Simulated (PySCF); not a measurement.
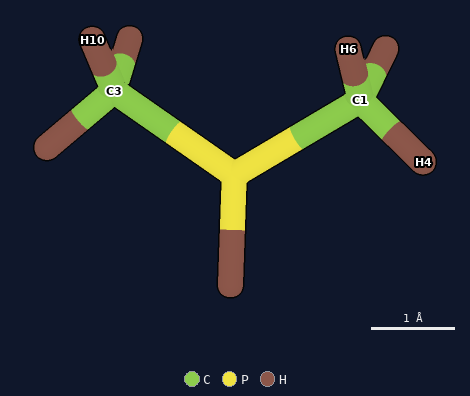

*The starting structure (stick view, seen at a tilt; atoms are numbered from 1 in the order of the input).*

Bond lengths as drawn: C–H 1.09 Å, C–P 1.82 Å and H–P 1.34 Å.

## Saddle-point search, with input and output: C2H7P

- system: C2H7P (dimethylphosphine), SMILES CPC
- method: B3LYP-D3(BJ)/def2-SVP saddle search from the GFN2-xTB point and Hessian, gas phase (PySCF 2.14.0)

The input:
```
{"job": {"xc": "B3LYP", "basis": "def2-SVP", "kind": "refine"}, "charge": 0, "multiplicity": 1}
C     -1.513311     0.194678     0.344575
P      0.019463     0.408687    -0.620561
C      1.501771    -0.436910     0.023189
H     -2.287025     0.756469    -0.170019
H     -1.790458    -0.859507     0.388422
H     -1.383682     0.585795     1.354652
H      0.054446     1.143098    -1.735621
H      2.313209    -0.208479    -0.661219
H      1.339620    -1.515171     0.056006
H      1.745967    -0.068660     1.020577
```

The first line tells a small driver script what to run in PySCF; the rest is the geometry in Å.

Run on 1 CPU thread, shared host.

Launched with:
```bash
OMP_NUM_THREADS=1 python <driver script> task.json out
```

The program's output:
```
step      E/eV     max force
  0    -11471.69502   1.5102
  1    -11471.78126   0.1271
  2    -11471.78315   0.0798
  3    -11471.78428   0.0099
```

Trajectory as extended XYZ (Å, eV, eV/Å), 4 frames, from step=0 to step=3:
```
10
Properties=species:S:1:pos:R:3:forces:R:3 step=0 energy=-11471.69502
C    -1.5133    0.1947    0.3446    0.5570  -0.0100  -0.2210
P     0.0195    0.4087   -0.6206   -0.0380  -0.7950   1.2070
C     1.5018   -0.4369    0.0232   -0.5480   0.2230  -0.1030
H    -2.2870    0.7565   -0.1700   -0.4560   0.2080  -0.1190
H    -1.7905   -0.8595    0.3884   -0.2640  -0.2870   0.0590
H    -1.3837    0.5858    1.3547   -0.1450   0.1350   0.3410
H     0.0544    1.1431   -1.7356    0.0400   0.8300  -1.2610
H     2.3132   -0.2085   -0.6612    0.4670   0.0140  -0.2180
H     1.3396   -1.5152    0.0560    0.1340  -0.3710   0.0160
H     1.7460   -0.0687    1.0206    0.2530   0.0520   0.2990
10
Properties=species:S:1:pos:R:3:forces:R:3 step=1 energy=-11471.78126
C    -1.5486    0.2031    0.3467   -0.0420  -0.0500   0.0940
P     0.0182    0.3811   -0.5784    0.0030   0.0700  -0.1060
C     1.5371   -0.4432    0.0178    0.0370  -0.0670   0.0860
H    -2.3178    0.7796   -0.1924    0.0560  -0.0160   0.0010
H    -1.8882   -0.8460    0.4013   -0.0040   0.0670  -0.0160
H    -1.4799    0.6068    1.3720   -0.0250  -0.0050  -0.0650
H     0.0548    1.1478   -1.7420   -0.0030  -0.0550   0.0830
H     2.3454   -0.1984   -0.6903   -0.0560   0.0070   0.0130
H     1.4351   -1.5422    0.0481    0.0270   0.0610  -0.0200
H     1.8439   -0.0885    1.0173    0.0070  -0.0120  -0.0690
10
Properties=species:S:1:pos:R:3:forces:R:3 step=2 energy=-11471.78315
C    -1.5725    0.2054    0.3535    0.0110   0.0230  -0.0360
P     0.0172    0.3599   -0.5461   -0.0020  -0.0430   0.0650
C     1.5608   -0.4511    0.0194   -0.0090   0.0250  -0.0350
H    -2.3040    0.7963   -0.2242    0.0500  -0.0440   0.0440
H    -1.9422   -0.8319    0.4033    0.0130   0.0130  -0.0140
H    -1.5345    0.6216    1.3736    0.0110   0.0020  -0.0220
H     0.0536    1.1239   -1.7056    0.0010   0.0170  -0.0260
H     2.3334   -0.1757   -0.7190   -0.0530  -0.0220   0.0550
H     1.4898   -1.5510    0.0376   -0.0090   0.0190  -0.0110
H     1.8983   -0.0974    1.0074   -0.0120   0.0080  -0.0190
10
Properties=species:S:1:pos:R:3:forces:R:3 step=3 energy=-11471.78428
C    -1.5618    0.2036    0.3516    0.0090  -0.0040  -0.0010
P     0.0175    0.3671   -0.5575    0.0000  -0.0030   0.0050
C     1.5502   -0.4483    0.0199   -0.0090   0.0000   0.0010
H    -2.3044    0.7893   -0.2121    0.0010   0.0020  -0.0030
H    -1.9221   -0.8366    0.4009    0.0000   0.0020   0.0000
H    -1.5133    0.6166    1.3720    0.0000   0.0000   0.0000
H     0.0539    1.1314   -1.7181    0.0000   0.0000   0.0010
H     2.3334   -0.1831   -0.7071   -0.0010   0.0020  -0.0030
H     1.4693   -1.5471    0.0401    0.0000   0.0010   0.0000
H     1.8774   -0.0930    1.0103    0.0000   0.0000   0.0000
```

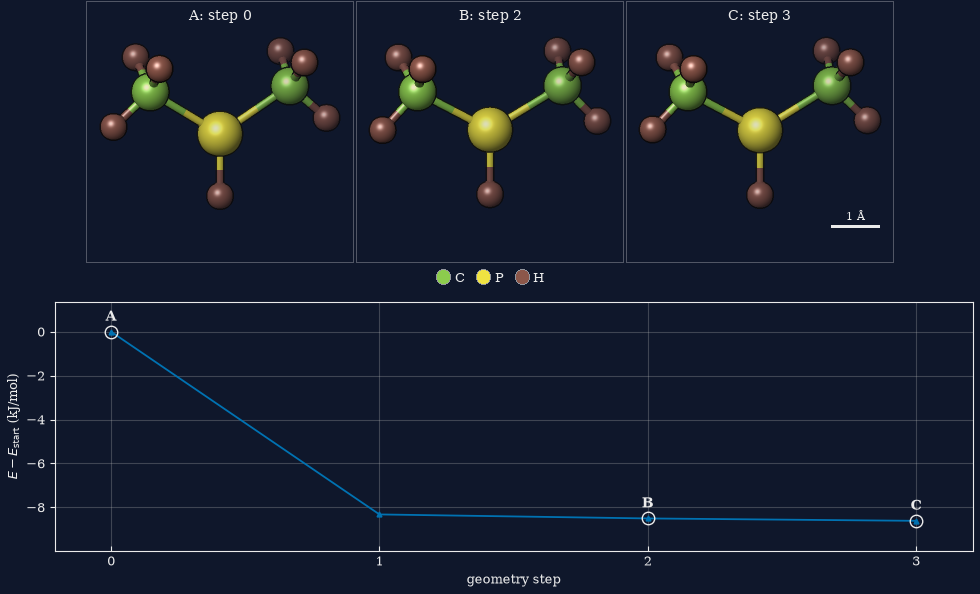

*Frames of the saddle-point search (ball-and-stick view, seen at a tilt) above the curves, on which the letters mark them (steps are counted from 0).*

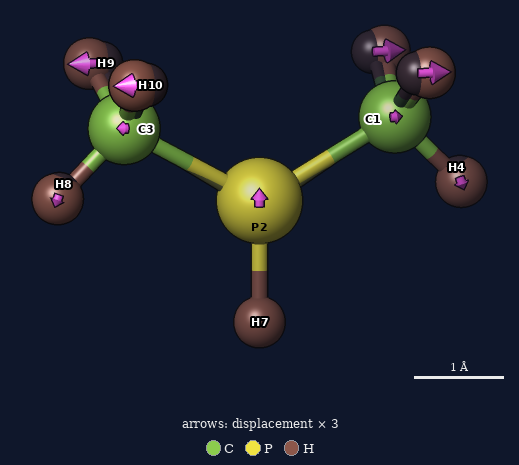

*Start (faint) and end (solid) with the displacements as pink arrows, magnified 3 times (ball-and-stick view, seen at a tilt). The two geometries are laid on each other by the best rigid fit.*

The largest moves after the best rigid fit, 0.13 Å, are those of H5, H6, H9 and H10. By element the largest moves are H 0.13 Å, P 0.08 Å, C 0.05 Å. Among the contacts that change: P2–H7 1.336 → 1.390 Å, C1–H4 1.086 → 1.101 Å, C1–P2 1.824 → 1.830 Å. Among the angles that change: C1–P2–C3 116.2° → 121.8°, C1–P2–H7 121.9° → 119.1°, P2–C1–H5 110.4° → 112.9°. After 3 geometry steps the energy has fallen by 8.61 kJ/mol. The largest force component goes from 1.3 to 0.009 eV/Å. (Atoms are counted from 1 in the order of the input.)

Key numbers:

| quantity | value |
| --- | --- |
| outcome | converged |
| total energy | −421.580300 hartree |
| wall time | 10 s |
| peak memory | 0.42 GiB |
